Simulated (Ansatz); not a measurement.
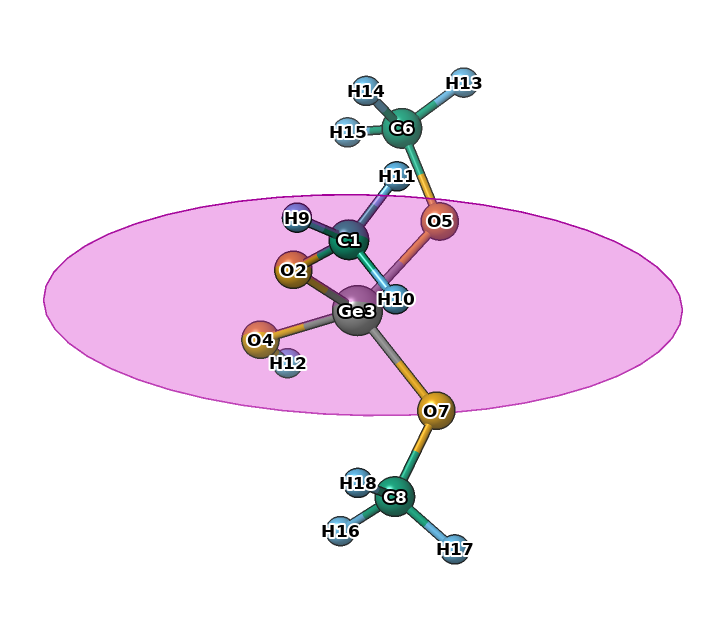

A disc through the centre of mass is drawn in. Atoms fade into the background with distance from the viewer. The computed structure is the end point of a PBE-D4/def2-SVP optimisation. No frequency run is at hand to confirm it as a minimum.

### Is the plane of the disc a mirror plane of the structure?

Yes. The reflection leaves C1, O2, Ge3, O4, H9, H12 in place and moves O5 ↔ O7; C6 ↔ C8; H10 ↔ H11; H13 ↔ H17; H14 ↔ H18; H15 ↔ H16. The point group is Cs.
